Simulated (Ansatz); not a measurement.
TiSn$_{11}$O$_{24}$ and related structures: several calculations on one system

## 1. Relaxation

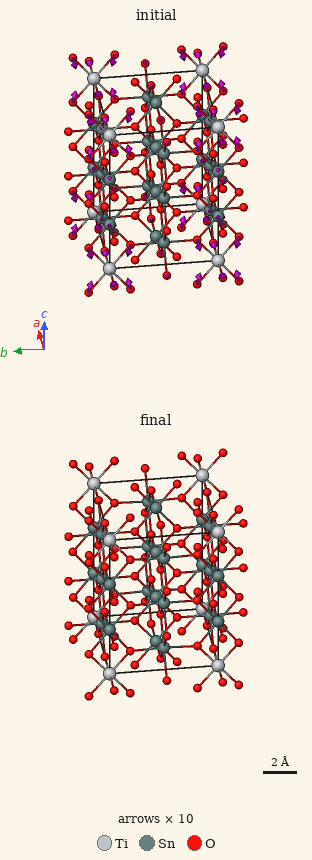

The structure of a defect cell of composition TiSn11O24 before (top) and after (bottom) a relaxation, at one scale. The purple arrows give the displacements, magnified 10 times.

The picture is a ball-and-stick view of the cell of the calculation, seen from a free direction.

The calculation used DFT, PBE, plane-wave PAW, default files, scalar-relativistic, frozen cores (Ansatz).

The input:
```yaml
crystal:
  lattice:
    - [4.738, 4.738, 0.0]
    - [-4.738, 4.738, 0.0]
    - [0.0, 0.0, 9.5595]
  atoms:
    - { symbol: Ti, position: [0.0, 0.0, 0.0] }
    - { symbol: Sn, position: [0.0, 0.0, 0.3333333333] }
    - { symbol: Sn, position: [0.0, 0.0, 0.6666666667] }
    - { symbol: Sn, position: [0.5, 0.5, 0.0] }
    - { symbol: Sn, position: [0.5, 0.5, 0.3333333333] }
    - { symbol: Sn, position: [0.5, 0.5, 0.6666666667] }
    - { symbol: Sn, position: [0.5, 0.0, 0.1666666667] }
    - { symbol: Sn, position: [0.5, 0.0, 0.5] }
    - { symbol: Sn, position: [0.5, 0.0, 0.8333333333] }
    - { symbol: Sn, position: [0.0, 0.5, 0.1666666667] }
    - { symbol: Sn, position: [0.0, 0.5, 0.5] }
    - { symbol: Sn, position: [0.0, 0.5, 0.8333333333] }
    - { symbol: O, position: [0.3071, 0.0, 0.0] }
    - { symbol: O, position: [0.3071, 0.0, 0.3333333333] }
    - { symbol: O, position: [0.3071, 0.0, 0.6666666667] }
    - { symbol: O, position: [0.8071, 0.5, 0.0] }
    - { symbol: O, position: [0.8071, 0.5, 0.3333333333] }
    - { symbol: O, position: [0.8071, 0.5, 0.6666666667] }
    - { symbol: O, position: [0.5, 0.3071, 0.1666666667] }
    - { symbol: O, position: [0.5, 0.3071, 0.5] }
    - { symbol: O, position: [0.5, 0.3071, 0.8333333333] }
    - { symbol: O, position: [0.0, 0.8071, 0.1666666667] }
    - { symbol: O, position: [0.0, 0.8071, 0.5] }
    - { symbol: O, position: [0.0, 0.8071, 0.8333333333] }
    - { symbol: O, position: [0.6929, 0.0, 0.0] }
    - { symbol: O, position: [0.6929, 0.0, 0.3333333333] }
    - { symbol: O, position: [0.6929, 0.0, 0.6666666667] }
    - { symbol: O, position: [0.1929, 0.5, 0.0] }
    - { symbol: O, position: [0.1929, 0.5, 0.3333333333] }
    - { symbol: O, position: [0.1929, 0.5, 0.6666666667] }
    - { symbol: O, position: [0.5, 0.6929, 0.1666666667] }
    - { symbol: O, position: [0.5, 0.6929, 0.5] }
    - { symbol: O, position: [0.5, 0.6929, 0.8333333333] }
    - { symbol: O, position: [0.0, 0.1929, 0.1666666667] }
    - { symbol: O, position: [0.0, 0.1929, 0.5] }
    - { symbol: O, position: [0.0, 0.1929, 0.8333333333] }
kpoints:
  mp_grid: { grid: [4, 4, 3] }
scf:
  occupations: { method: fermi_dirac, width: 0.01 }
hamiltonian:
  xc: pbe
  pseudopotentials: { kind: paw, frozen_core: stored }
output:
  forces: true
  stress: true
  populations: true
  efg: { quadrupole_moments_barn: { Ti: 0.247, Sn: -0.132, O: -0.02558 } }
  write_density: true
  write_potential: true
  elf: true
  volumetric_format: npy
relax:
  f_tol: 0.02
  max_steps: 50
```

Command:
```bash
ansatz run input.yaml --threads 4 --pin off --max-ram 8192MiB --backend cpu --events-out ev --progress --plain --runs-dir out
```

### Summarise the run.

The energy falls by 0.408 eV per cell of the calculation in 4 geometry steps. Largest force component: 1.3 eV/Å at the start, 0.0048 eV/Å at the end. The largest moves, 0.088 Å, are those of O22, O24, O34 and O36. O22 goes along [0 1 −3]. By element the largest moves are O 0.088 Å, Sn 0.031 Å. Ti stays in place. The cell stays as it was. Among the contacts that change: Ti1–O22 2.052 → 1.973 Å, Ti1–O13 2.058 → 1.995 Å, Sn2–O22 2.052 → 2.084 Å, Sn7–O13 2.052 → 2.073 Å. Bond angles that change, for instance: O24–Sn12–O36 180.0° → 176.1°, O13–Sn7–O25 78.1° → 81.7°, Sn7–O25–Sn9 101.9° → 98.3°.

Limits of the set-up: the periodic images lie only 6.7 Å apart, so the values are limited by the cell's size.

## 2. Relaxation

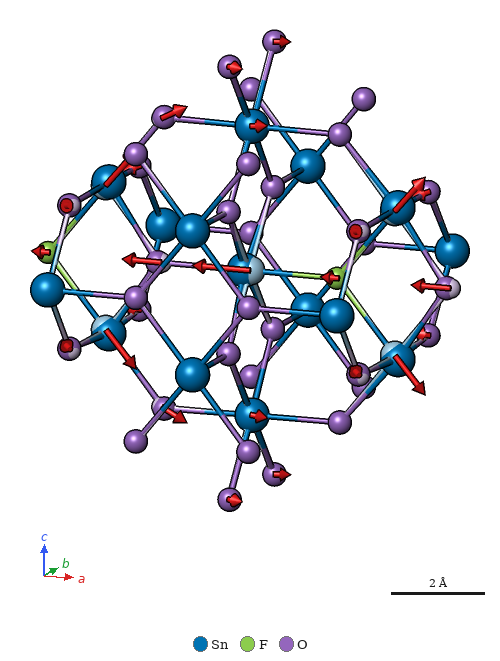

This is a relaxation of a defect cell of composition Sn12O23F (cell charge +1). The starting structure is drawn faded, the final one solid; red arrows show the displacements, 10 times their true length.

The picture is a ball-and-stick view of the atoms within 5.0 Å of the atom that moves most (axes of the cell of the calculation), seen slightly off an axis.

Theory: DFT, PBE, plane-wave PAW, default files, scalar-relativistic, frozen cores (Ansatz).

The input:
```yaml
crystal:
  lattice:
    - [4.738, 4.738, 0.0]
    - [-4.738, 4.738, 0.0]
    - [0.0, 0.0, 9.5595]
  atoms:
    - { symbol: Sn, position: [0.0, 0.0, 0.0] }
    - { symbol: Sn, position: [0.0, 0.0, 0.3333333333] }
    - { symbol: Sn, position: [0.0, 0.0, 0.6666666667] }
    - { symbol: Sn, position: [0.5, 0.5, 0.0] }
    - { symbol: Sn, position: [0.5, 0.5, 0.3333333333] }
    - { symbol: Sn, position: [0.5, 0.5, 0.6666666667] }
    - { symbol: Sn, position: [0.5, 0.0, 0.1666666667] }
    - { symbol: Sn, position: [0.5, 0.0, 0.5] }
    - { symbol: Sn, position: [0.5, 0.0, 0.8333333333] }
    - { symbol: Sn, position: [0.0, 0.5, 0.1666666667] }
    - { symbol: Sn, position: [0.0, 0.5, 0.5] }
    - { symbol: Sn, position: [0.0, 0.5, 0.8333333333] }
    - { symbol: F, position: [0.3071, 0.0, 0.0] }
    - { symbol: O, position: [0.3071, 0.0, 0.3333333333] }
    - { symbol: O, position: [0.3071, 0.0, 0.6666666667] }
    - { symbol: O, position: [0.8071, 0.5, 0.0] }
    - { symbol: O, position: [0.8071, 0.5, 0.3333333333] }
    - { symbol: O, position: [0.8071, 0.5, 0.6666666667] }
    - { symbol: O, position: [0.5, 0.3071, 0.1666666667] }
    - { symbol: O, position: [0.5, 0.3071, 0.5] }
    - { symbol: O, position: [0.5, 0.3071, 0.8333333333] }
    - { symbol: O, position: [0.0, 0.8071, 0.1666666667] }
    - { symbol: O, position: [0.0, 0.8071, 0.5] }
    - { symbol: O, position: [0.0, 0.8071, 0.8333333333] }
    - { symbol: O, position: [0.6929, 0.0, 0.0] }
    - { symbol: O, position: [0.6929, 0.0, 0.3333333333] }
    - { symbol: O, position: [0.6929, 0.0, 0.6666666667] }
    - { symbol: O, position: [0.1929, 0.5, 0.0] }
    - { symbol: O, position: [0.1929, 0.5, 0.3333333333] }
    - { symbol: O, position: [0.1929, 0.5, 0.6666666667] }
    - { symbol: O, position: [0.5, 0.6929, 0.1666666667] }
    - { symbol: O, position: [0.5, 0.6929, 0.5] }
    - { symbol: O, position: [0.5, 0.6929, 0.8333333333] }
    - { symbol: O, position: [0.0, 0.1929, 0.1666666667] }
    - { symbol: O, position: [0.0, 0.1929, 0.5] }
    - { symbol: O, position: [0.0, 0.1929, 0.8333333333] }
total_charge: 1
kpoints:
  mp_grid: { grid: [4, 4, 3] }
scf:
  occupations: { method: fermi_dirac, width: 0.01 }
hamiltonian:
  xc: pbe
  pseudopotentials: { kind: paw, frozen_core: stored }
output:
  forces: true
  stress: true
  populations: true
  efg: { quadrupole_moments_barn: { Sn: -0.132, O: -0.02558 } }
  write_density: true
  write_potential: true
  elf: true
  volumetric_format: npy
relax:
  f_tol: 0.02
  max_steps: 50
```

Launched with:
```bash
ansatz run input.yaml --threads 4 --pin off --max-ram 8192MiB --backend cpu --events-out ev --progress --plain --runs-dir out
```

Atoms of which element are displaced furthest, and by how much?

Answer. Tin: up to 0.14 Å, against 0.09 Å for oxygen.

What did the optimiser do to the structure, and how much energy did it gain?

Answer. Sn1 moves most: 0.14 Å along −a. Largest moves by element: Sn 0.14 Å, O 0.09 Å, F 0.05 Å. The cell doesn't change. Among the contacts that change: Sn7–F13 2.052 → 2.191 Å, Sn1–F13 2.058 → 2.149 Å, Sn7–O26 2.052 → 2.006 Å, Sn1–O25 2.058 → 2.015 Å. Among the angles between lasting bonds that change: Sn7–O25–Sn9 101.9° → 112.2°, O14–Sn7–O25 180.0° → 172.0°, Sn1–O25–Sn7 129.1° → 123.9°. Over 4 geometry steps the energy falls by 0.771 eV per cell of the calculation. The largest force component goes from 3 to 0.013 eV/Å. The run took 3.2 min on 4 threads of Intel(R) Xeon(R) Platinum 8375C CPU @ 2.90GHz (Ice Lake) (shared host), peak memory 2.9 GiB.

Limits of the set-up: the periodic images lie only 6.7 Å apart, so the values are limited by the cell's size; the cell is charged, on a uniform background, and energies carry no finite-size correction.

## 3. Defect

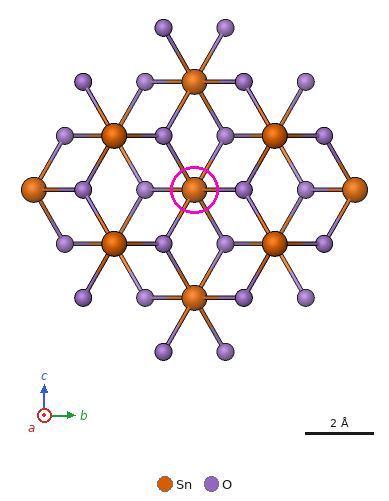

Perfect SnO$_{2}$. A ball-and-stick model of the atoms within 5.4 Å of one point, in a slice 5.0 Å thick across the line of sight, seen along the a axis.

The calculation used DFT, PBE, plane-wave PAW, default files, scalar-relativistic, frozen cores in Ansatz 0.2.0. (plane-wave cutoff 420 eV; k-point mesh 4 × 4 × 3; occupations fermi dirac; smearing width 0.01 eV; no spin polarisation) A uniform background neutralises the charged cell. The axes drawn are those of the host's conventional cell.

A tin atom is replaced by gallium at the ringed place, in charge state −1. The supercell has 36 sites, and the atoms are relaxed at the host's cell.

**Predict the relaxed surroundings of the defect.**

In the host the Sn atom has 6 O at 2.05 to 2.06 Å; the Ga atom ends with 6 O at 2.01 to 2.02 Å. Of the host's atoms, a tin atom moves furthest from its site, by 0.05 Å. Relaxing the atoms from the host's sites lowers the energy by 0.25 eV.

The relaxed defect, seen from the same direction:

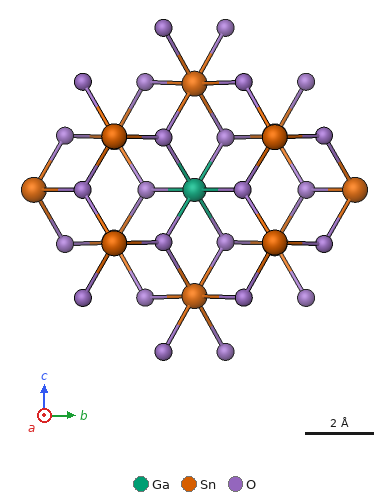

Limits of the set-up: the periodic images lie only 6.7 Å apart, so the values are limited by the cell's size; the cell is charged, on a uniform background, and energies carry no finite-size correction.

## 4. Defect

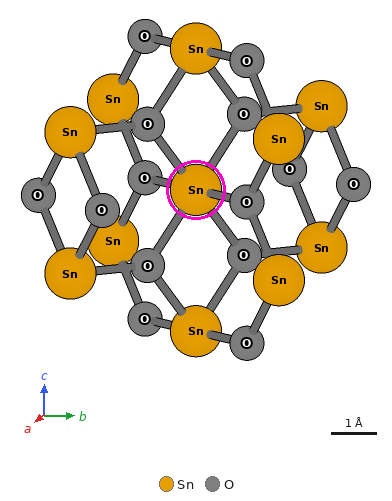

Perfect SnO2. A ball-and-stick model of the atoms within 3.8 Å of one point, seen slightly off an axis.

Computed with Ansatz, DFT, PBE, plane-wave PAW, default files, scalar-relativistic, frozen cores. Set-up: plane-wave cutoff 420 eV; k-point mesh 4 × 4 × 3; occupations fermi dirac; smearing width 0.01 eV; no spin polarisation. The axes drawn are those of the host's conventional cell.

A tin atom is replaced by silicon at the ringed place, in charge state 0. The supercell has 36 sites, and the atoms are relaxed at the host's cell.

**How do the neighbours respond?**

In the host the Sn atom has 6 O at 2.05 to 2.06 Å; the Si atom ends with 6 O at 1.84 to 1.93 Å. Of the host's atoms, an oxygen atom moves furthest from its site, by 0.23 Å. Relaxing the atoms from the host's sites lowers the energy by 1.89 eV.

The relaxed defect, seen from the same direction:

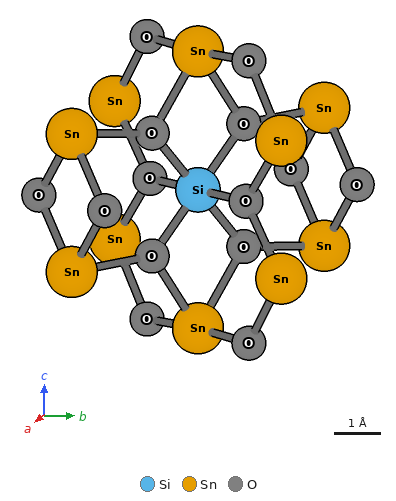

Limits of the set-up: the periodic images lie only 6.7 Å apart, so the values are limited by the cell's size.
